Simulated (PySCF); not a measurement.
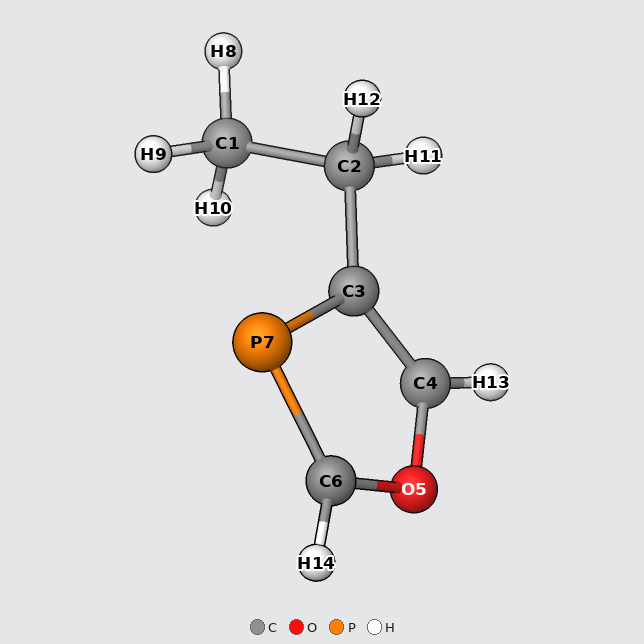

The geometry was computed by an optimisation with GFN2-xTB. No frequency run is at hand to confirm it as a minimum. Electric field gradients from the ground-state density, PBE0/pcSseg-1 (PySCF 2.14.0), non-relativistic apart from any core potentials.

Give the largest field-gradient component, the quadrupole coupling constant and the asymmetry for 17O at O5 (Q = −25.6 mb).

```csv
atom,V_zz (a.u.),e²qQ/h (MHz),η
O5,1.421,−8.55,0.12
```

The geometry is semi-empirical. Around P such bond lengths and angles can be off by a tenth of an ångström or more and by several degrees, and values that hang on the shape move with them.
